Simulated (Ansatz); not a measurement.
# SiGeH2 (singlet): RKS PBE0, RPA-PBE over vertical spin and charge gaps and displaced geometries, cc-pVDZ

How well do these functionals follow the top wave-function level for SiGeH2 (singlet) over vertical spin and charge gaps and displaced geometries?

Method: cc-pVDZ, all electrons in the functionals, frozen cores in the correlation of double hybrids and RPA; program: Ansatz 0.2.0, Gaussian basis.

The runs, in order: RKS PBE0, RPA-PBE, at charge 0, singlet; charge 0, triplet; charge 1, doublet; displaced geometry v1; displaced geometry v2 (not every functional at every point).

15 further runs of the same task are left out: 3 that didn't finish, 12 set aside as unsound or not needed.

## (1) What is computed

The geometry is a PBE0/def2-TZVP stationary point (not a proven minimum). No spin-orbit coupling is included. The filled d shell of Ge may be among the frozen orbitals whatever the setting's name suggests; the logs give the count.

4 atoms, charge 0, spin multiplicity 1.

Atoms are counted from 1 here; the program's logs count them from 0.

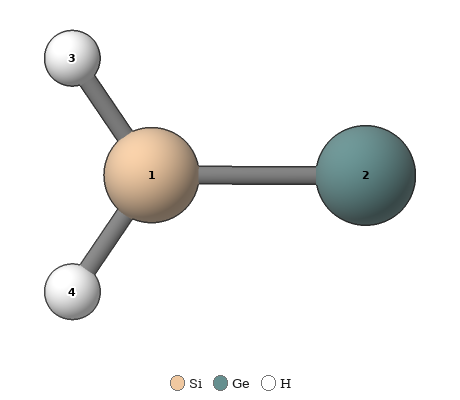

The structure; silicon light orange, germanium teal, hydrogen white; atoms are numbered from 1 in the order of the file.

No dispersion term is added.

The geometry shown and the zero of energy belong to the point charge 0, singlet. The yardstick, UCCSD(T), and other wave-function levels (R restricted, U unrestricted, valence and pair active spaces) come from earlier runs.

## (2) RKS PBE0, charge 0, singlet

File in.yaml:

```yaml
crystal:
  periodic: [false, false, false]
  atoms:
    - {symbol: Si, position_ang: [0.000000, 0.000000, 1.577849]}
    - {symbol: Ge, position_ang: [0.000000, 0.000000, -0.676984]}
    - {symbol: H, position_ang: [0.000000, 1.233043, 2.411565]}
    - {symbol: H, position_ang: [0.000000, -1.233043, 2.411565]}
basis:
  gaussian: {orbitals: cc-pVDZ}
hamiltonian: {xc: {name: PBE0}}
```

The run is started by

```console
$ ansatz run in.yaml --threads 1 --pin off --events-out ev --progress --plain --max-ram 2393MiB
```

Standard output:

```text
Functional definition: PBE0
  name "PBE0"
  cite "Adamo & Barone, J. Chem. Phys. 110, 6158 (1999) doi:10.1063/1.478522"
  cite "Perdew, Burke & Ernzerhof, Phys. Rev. Lett. 77, 3865 (1996) doi:10.1103/PhysRevLett.77.3865"
  parent pbe
  parameter a = 0.25
  parameter kappa = 0.804
  parameter beta = 0.06672455060314922
  exchange = (1 - a)*pbe_x(kappa = kappa, mu = beta*pi^2/3) + a*exact_x
  correlation = pbe_c(beta = beta)
598 factors; integrals over basis functions are off by at most 1.3e-3 eV
mean field evaluation 1: about -64413.8132 eV, gradient 1.4e1 eV
mean field evaluation 2: about -64411.6570 eV, gradient 2.5e1 eV
mean field evaluation 4: about -64414.8304 eV, gradient 5.4e-1 eV
mean field evaluation 8: about -64414.8574 eV, gradient 3.9e-3 eV
mean field -64414.85740123 eV, -2367.2023475366 hartree, gradient 5.8e-6 eV, S^2 0.000000; 0 other end points of the search recorded, 0 dependent functions left out
reference -64414.85742273 eV, -2367.2023483269 hartree; 24, 24 occupied and 31, 31 virtual orbitals, 598 factors
Total energy: -64414.85742273 eV, -2367.2023483269 hartree
```

It took 1.2 s on 1 thread of Arm Neoverse V2, shared host.

## (3) RKS PBE0, displaced geometry v1

File in.yaml:

```yaml
crystal:
  periodic: [false, false, false]
  atoms:
    - {symbol: Si, position_ang: [0.000673, 0.011182, 1.586497]}
    - {symbol: Ge, position_ang: [-0.000161, -0.004960, -0.679489]}
    - {symbol: H, position_ang: [0.047803, 1.287393, 2.366447]}
    - {symbol: H, position_ang: [-0.054973, -1.241507, 2.396249]}
basis:
  gaussian: {orbitals: cc-pVDZ}
hamiltonian: {xc: {name: PBE0}}
```

The command is unchanged.

Standard output:

```text
Functional definition: PBE0
  name "PBE0"
  cite "Adamo & Barone, J. Chem. Phys. 110, 6158 (1999) doi:10.1063/1.478522"
  cite "Perdew, Burke & Ernzerhof, Phys. Rev. Lett. 77, 3865 (1996) doi:10.1103/PhysRevLett.77.3865"
  parent pbe
  parameter a = 0.25
  parameter kappa = 0.804
  parameter beta = 0.06672455060314922
  exchange = (1 - a)*pbe_x(kappa = kappa, mu = beta*pi^2/3) + a*exact_x
  correlation = pbe_c(beta = beta)
598 factors; integrals over basis functions are off by at most 1.3e-3 eV
mean field evaluation 1: about -64413.8440 eV, gradient 1.4e1 eV
mean field evaluation 2: about -64411.7335 eV, gradient 2.4e1 eV
mean field evaluation 4: about -64414.8259 eV, gradient 5.7e-1 eV
mean field evaluation 8: about -64414.8527 eV, gradient 3.8e-3 eV
mean field -64414.85270569 eV, -2367.2021749787 hartree, gradient 8.4e-5 eV, S^2 0.000000; 0 other end points of the search recorded, 0 dependent functions left out
reference -64414.85272735 eV, -2367.2021757749 hartree; 24, 24 occupied and 31, 31 virtual orbitals, 598 factors
Total energy: -64414.85272735 eV, -2367.2021757749 hartree
```

Wall time 1.2 s (1 thread of Arm Neoverse V2, shared host).

From charge 0, singlet: +0.5 kJ/mol.

## (4) RKS PBE0, displaced geometry v2

File in.yaml:

```yaml
crystal:
  periodic: [false, false, false]
  atoms:
    - {symbol: Si, position_ang: [0.117485, -0.004906, 1.569406]}
    - {symbol: Ge, position_ang: [-0.047389, 0.003467, -0.673833]}
    - {symbol: H, position_ang: [0.029232, 1.204087, 2.406536]}
    - {symbol: H, position_ang: [0.112340, -1.317269, 2.424750]}
basis:
  gaussian: {orbitals: cc-pVDZ}
hamiltonian: {xc: {name: PBE0}}
```

Launched as before.

Standard output:

```text
Functional definition: PBE0
  name "PBE0"
  cite "Adamo & Barone, J. Chem. Phys. 110, 6158 (1999) doi:10.1063/1.478522"
  cite "Perdew, Burke & Ernzerhof, Phys. Rev. Lett. 77, 3865 (1996) doi:10.1103/PhysRevLett.77.3865"
  parent pbe
  parameter a = 0.25
  parameter kappa = 0.804
  parameter beta = 0.06672455060314922
  exchange = (1 - a)*pbe_x(kappa = kappa, mu = beta*pi^2/3) + a*exact_x
  correlation = pbe_c(beta = beta)
599 factors; integrals over basis functions are off by at most 1.3e-3 eV
mean field evaluation 1: about -64413.8463 eV, gradient 1.4e1 eV
mean field evaluation 2: about -64411.8587 eV, gradient 2.4e1 eV
mean field evaluation 4: about -64414.7871 eV, gradient 5.8e-1 eV
mean field evaluation 8: about -64414.8135 eV, gradient 4.8e-3 eV
mean field -64414.81350082 eV, -2367.2007342264 hartree, gradient 5.0e-5 eV, S^2 0.000000; 0 other end points of the search recorded, 0 dependent functions left out
reference -64414.81352248 eV, -2367.2007350224 hartree; 24, 24 occupied and 31, 31 virtual orbitals, 599 factors
Total energy: -64414.81352248 eV, -2367.2007350224 hartree
```

It took 1.2 s on 1 thread of Arm Neoverse V2, shared host.

From charge 0, singlet: +4.2 kJ/mol.

## (5) RPA-PBE, charge 0, singlet

File in.yaml:

```yaml
crystal:
  periodic: [false, false, false]
  atoms:
    - {symbol: Si, position_ang: [0.000000, 0.000000, 1.577849]}
    - {symbol: Ge, position_ang: [0.000000, 0.000000, -0.676984]}
    - {symbol: H, position_ang: [0.000000, 1.233043, 2.411565]}
    - {symbol: H, position_ang: [0.000000, -1.233043, 2.411565]}
basis:
  gaussian: {orbitals: cc-pVDZ}
magnetization: {spin_polarized: true, initial_magnetization: 0}
hamiltonian: {xc: {name: PBE}}
correlation: {method: rpa, electrons: outside_noble_gas}
```

The command is unchanged.

Standard output:

```text
Functional definition: PBE
  name "PBE"
  cite "Perdew, Burke & Ernzerhof, Phys. Rev. Lett. 77, 3865 (1996) doi:10.1103/PhysRevLett.77.3865"
  parent pbe
  parameter kappa = 0.804
  parameter beta = 0.06672455060314922
  exchange = pbe_x(kappa = kappa, mu = beta*pi^2/3)
  correlation = pbe_c(beta = beta)
598 factors; integrals over basis functions are off by at most 1.3e-3 eV
mean field evaluation 1: about -64411.0655 eV, gradient 1.3e1 eV
mean field evaluation 2: about -64411.0638 eV, gradient 1.3e1 eV
mean field evaluation 4: about -64412.6688 eV, gradient 2.7e0 eV
mean field evaluation 8: about -64412.7342 eV, gradient 2.0e-1 eV
mean field evaluation 16: about -64412.7324 eV, gradient 5.1e-1 eV
mean field evaluation 32: about -64411.0655 eV, gradient 1.3e1 eV
mean field evaluation 64: about -64409.3721 eV, gradient 6.5e-5 eV
mean field evaluation 96: about -64411.9060 eV, gradient 4.5e0 eV
mean field evaluation 128: about -64412.7330 eV, gradient 1.5e-1 eV
mean field evaluation 160: about -64403.9176 eV, gradient 9.7e0 eV
mean field -64412.73628860 eV, -2367.1243980852 hartree, gradient 1.8e-6 eV, S^2 0.089524; 17 other end points of the search recorded, 0 dependent functions left out
19 core orbitals not correlated: weight in the atoms' cores, before any rotation towards them, 0.999 or more for the frozen orbitals, at most 0.000 for the correlated occupied ones
reference -64363.80352056 eV, -2365.3261520277 hartree; 5, 5 occupied and 31, 31 virtual orbitals, 598 factors
Total energy: -64372.90247693 eV, -2365.6605325067 hartree
```

It took 14 s on 1 thread of Arm Neoverse V2, shared host.

From the report: ⟨S²⟩ of the determinant 0.090 (pure singlet: 0.00).

## (6) RPA-PBE, charge 0, triplet

Changes to in.yaml since step 5:

```diff
@@ -9,3 +9,3 @@
   gaussian: {orbitals: cc-pVDZ}
-magnetization: {spin_polarized: true, initial_magnetization: 0}
+magnetization: {spin_polarized: true, initial_magnetization: 2}
 hamiltonian: {xc: {name: PBE}}
```

The command is unchanged.

Standard output:

```text
Functional definition: PBE
  name "PBE"
  cite "Perdew, Burke & Ernzerhof, Phys. Rev. Lett. 77, 3865 (1996) doi:10.1103/PhysRevLett.77.3865"
  parent pbe
  parameter kappa = 0.804
  parameter beta = 0.06672455060314922
  exchange = pbe_x(kappa = kappa, mu = beta*pi^2/3)
  correlation = pbe_c(beta = beta)
598 factors; integrals over basis functions are off by at most 1.3e-3 eV
mean field evaluation 1: about -64411.6913 eV, gradient 8.3e0 eV
mean field evaluation 2: about -64411.6898 eV, gradient 8.3e0 eV
mean field evaluation 4: about -64412.1402 eV, gradient 4.5e0 eV
mean field evaluation 8: about -64412.3565 eV, gradient 3.6e-2 eV
mean field evaluation 16: about -64410.7711 eV, gradient 5.8e0 eV
mean field evaluation 32: about -64409.0604 eV, gradient 2.3e-4 eV
mean field evaluation 64: about -64409.0617 eV, gradient 1.7e-2 eV
mean field -64412.35649532 eV, -2367.1104409397 hartree, gradient 8.5e-6 eV, S^2 2.004429; 8 other end points of the search recorded, 0 dependent functions left out
19 core orbitals not correlated: weight in the atoms' cores, before any rotation towards them, 0.999 or more for the frozen orbitals, at most 0.000 for the correlated occupied ones
reference -64364.11244071 eV, -2365.3375046339 hartree; 6, 4 occupied and 30, 32 virtual orbitals, 598 factors
Total energy: -64372.44333548 eV, -2365.6436593696 hartree
```

Run time: 7.5 s. Hardware: 1 thread of Arm Neoverse V2, shared host.

From the report: ⟨S²⟩ of the determinant 2.004 (pure triplet: 2.00).

From charge 0, singlet: +44.3 kJ/mol.

## (7) RPA-PBE, charge 1, doublet

Changes to in.yaml since step 6:

```diff
@@ -9,3 +9,4 @@
   gaussian: {orbitals: cc-pVDZ}
-magnetization: {spin_polarized: true, initial_magnetization: 2}
+total_charge: 1
+magnetization: {spin_polarized: true, initial_magnetization: 1}
 hamiltonian: {xc: {name: PBE}}
```

Launched as before.

Standard output:

```text
Functional definition: PBE
  name "PBE"
  cite "Perdew, Burke & Ernzerhof, Phys. Rev. Lett. 77, 3865 (1996) doi:10.1103/PhysRevLett.77.3865"
  parent pbe
  parameter kappa = 0.804
  parameter beta = 0.06672455060314922
  exchange = pbe_x(kappa = kappa, mu = beta*pi^2/3)
  correlation = pbe_c(beta = beta)
598 factors; integrals over basis functions are off by at most 1.3e-3 eV
mean field evaluation 1: about -64402.5679 eV, gradient 1.5e1 eV
mean field evaluation 2: about -64402.5652 eV, gradient 1.5e1 eV
mean field evaluation 4: about -64404.7906 eV, gradient 4.8e0 eV
mean field evaluation 8: about -64404.9821 eV, gradient 2.3e-1 eV
mean field evaluation 16: about -64404.9827 eV, gradient 2.5e-5 eV
mean field evaluation 32: about -64403.6555 eV, gradient 4.1e-1 eV
mean field evaluation 64: about -64401.1030 eV, gradient 1.1e1 eV
mean field -64404.98265798 eV, -2366.8394574155 hartree, gradient 5.8e-6 eV, S^2 0.753074; 6 other end points of the search recorded, 0 dependent functions left out
19 core orbitals not correlated: weight in the atoms' cores, before any rotation towards them, 0.999 or more for the frozen orbitals, at most 0.000 for the correlated occupied ones
reference -64357.13700284 eV, -2365.0811620200 hartree; 5, 4 occupied and 31, 32 virtual orbitals, 598 factors
Total energy: -64365.13142582 eV, -2365.3749516460 hartree
```

It took 5.5 s on 1 thread of Arm Neoverse V2, shared host.

From the report: ⟨S²⟩ of the determinant 0.753 (pure doublet: 0.75).

From charge 0, singlet: +749.8 kJ/mol.

## (8) RPA-PBE, displaced geometry v1

File in.yaml:

```yaml
crystal:
  periodic: [false, false, false]
  atoms:
    - {symbol: Si, position_ang: [0.000673, 0.011182, 1.586497]}
    - {symbol: Ge, position_ang: [-0.000161, -0.004960, -0.679489]}
    - {symbol: H, position_ang: [0.047803, 1.287393, 2.366447]}
    - {symbol: H, position_ang: [-0.054973, -1.241507, 2.396249]}
basis:
  gaussian: {orbitals: cc-pVDZ}
magnetization: {spin_polarized: true, initial_magnetization: 0}
hamiltonian: {xc: {name: PBE}}
correlation: {method: rpa, electrons: outside_noble_gas}
```

Same command.

Standard output:

```text
Functional definition: PBE
  name "PBE"
  cite "Perdew, Burke & Ernzerhof, Phys. Rev. Lett. 77, 3865 (1996) doi:10.1103/PhysRevLett.77.3865"
  parent pbe
  parameter kappa = 0.804
  parameter beta = 0.06672455060314922
  exchange = pbe_x(kappa = kappa, mu = beta*pi^2/3)
  correlation = pbe_c(beta = beta)
598 factors; integrals over basis functions are off by at most 1.3e-3 eV
mean field evaluation 1: about -64411.1129 eV, gradient 1.3e1 eV
mean field evaluation 2: about -64411.1110 eV, gradient 1.3e1 eV
mean field evaluation 4: about -64412.6628 eV, gradient 2.6e0 eV
mean field evaluation 8: about -64412.7344 eV, gradient 2.6e-2 eV
mean field evaluation 16: about -64412.7344 eV, gradient 3.6e-6 eV
mean field evaluation 32: about -64411.7403 eV, gradient 6.0e0 eV
mean field evaluation 64: about -64410.6325 eV, gradient 3.5e0 eV
mean field evaluation 96: about -64403.7079 eV, gradient 1.0e1 eV
mean field -64412.73559746 eV, -2367.1243726862 hartree, gradient 2.3e-6 eV, S^2 0.074308; 11 other end points of the search recorded, 0 dependent functions left out
19 core orbitals not correlated: weight in the atoms' cores, before any rotation towards them, 0.999 or more for the frozen orbitals, at most 0.000 for the correlated occupied ones
reference -64363.79207964 eV, -2365.3257315815 hartree; 5, 5 occupied and 31, 31 virtual orbitals, 598 factors
Total energy: -64372.90680576 eV, -2365.6606915884 hartree
```

Run time: 7.5 s. Hardware: 1 thread of Arm Neoverse V2, shared host.

From the report: ⟨S²⟩ of the determinant 0.074 (pure singlet: 0.00).

From charge 0, singlet: -0.4 kJ/mol.

## (9) RPA-PBE, displaced geometry v2

File in.yaml:

```yaml
crystal:
  periodic: [false, false, false]
  atoms:
    - {symbol: Si, position_ang: [0.117485, -0.004906, 1.569406]}
    - {symbol: Ge, position_ang: [-0.047389, 0.003467, -0.673833]}
    - {symbol: H, position_ang: [0.029232, 1.204087, 2.406536]}
    - {symbol: H, position_ang: [0.112340, -1.317269, 2.424750]}
basis:
  gaussian: {orbitals: cc-pVDZ}
magnetization: {spin_polarized: true, initial_magnetization: 0}
hamiltonian: {xc: {name: PBE}}
correlation: {method: rpa, electrons: outside_noble_gas}
```

Launched as before.

Standard output:

```text
Functional definition: PBE
  name "PBE"
  cite "Perdew, Burke & Ernzerhof, Phys. Rev. Lett. 77, 3865 (1996) doi:10.1103/PhysRevLett.77.3865"
  parent pbe
  parameter kappa = 0.804
  parameter beta = 0.06672455060314922
  exchange = pbe_x(kappa = kappa, mu = beta*pi^2/3)
  correlation = pbe_c(beta = beta)
599 factors; integrals over basis functions are off by at most 1.3e-3 eV
mean field evaluation 1: about -64411.1510 eV, gradient 1.3e1 eV
mean field evaluation 2: about -64411.1494 eV, gradient 1.3e1 eV
mean field evaluation 4: about -64412.6276 eV, gradient 2.7e0 eV
mean field evaluation 8: about -64412.7032 eV, gradient 4.0e-2 eV
mean field evaluation 16: about -64412.7032 eV, gradient 6.8e-6 eV
mean field evaluation 32: about -64412.7048 eV, gradient 1.7e-6 eV
mean field evaluation 64: about -64412.6123 eV, gradient 1.2e0 eV
mean field evaluation 96: about -64412.7028 eV, gradient 1.1e-1 eV
mean field -64412.70484836 eV, -2367.1232426776 hartree, gradient 1.7e-6 eV, S^2 0.087441; 9 other end points of the search recorded, 0 dependent functions left out
19 core orbitals not correlated: weight in the atoms' cores, before any rotation towards them, 0.999 or more for the frozen orbitals, at most 0.000 for the correlated occupied ones
reference -64363.73292936 eV, -2365.3235578487 hartree; 5, 5 occupied and 31, 31 virtual orbitals, 599 factors
Total energy: -64372.85555838 eV, -2365.6588082818 hartree
```

Wall time 7 s (1 thread of Arm Neoverse V2, shared host).

From the report: ⟨S²⟩ of the determinant 0.087 (pure singlet: 0.00).

From charge 0, singlet: +4.5 kJ/mol.

## (10) The comparison

No level is safe as a reference over these points; UCCSD(T) serves as a yardstick only. It comes from earlier runs at the same points. Energies in kJ/mol, counted from charge 0, singlet; blanks weren't run or aren't comparable.

| level | singlet to triplet | ionisation to the doublet cation | displacement v1 | displacement v2 |
| --- | --- | --- | --- | --- |
| UCCSD(T) | 44.5 | 740.2 | -0.1 | 5.0 |
| RKS PBE0 |  |  | 0.5 | 4.2 |
| RPA-PBE | 44.3 | 749.8 | -0.4 | 4.5 |

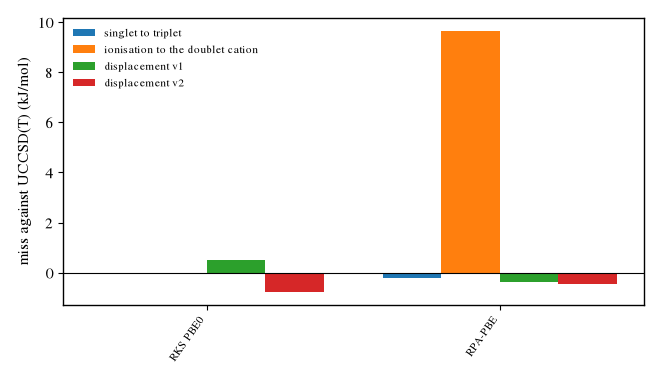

Misses of the gaps against UCCSD(T).

Largest miss and mean time a point (UCCSD(T) took 9.3 s a point; shared hosts):

| level | largest miss (kJ/mol) | where | time a point |
| --- | --- | --- | --- |
| RKS PBE0 | -0.8 | displacement v2 | 1.2 s |
| RPA-PBE | +9.6 | ionisation to the doublet cation | 8.3 s |

## (11) Summary of results

```
                                  quantity                                           value
              singlet to triplet, UCCSD(T)                                     44.5 kJ/mol
ionisation to the doublet cation, UCCSD(T)                                    740.2 kJ/mol
                 displacement v1, UCCSD(T)                                     -0.1 kJ/mol
                 displacement v2, UCCSD(T)                                      5.0 kJ/mol
                    largest miss, RKS PBE0                   -0.8 kJ/mol (displacement v2)
                     largest miss, RPA-PBE  +9.6 kJ/mol (ionisation to the doublet cation)
```

Misses are known at 4 of 4 points at best, and only functionals with that many are ranked. RPA-PBE strays by up to 9.6 kJ/mol, at ionisation to the doublet cation. Functionals and the yardstick converge differently with the basis, so part of each miss in cc-pVDZ is the basis. The yardstick itself may be off where one determinant is a poor start.
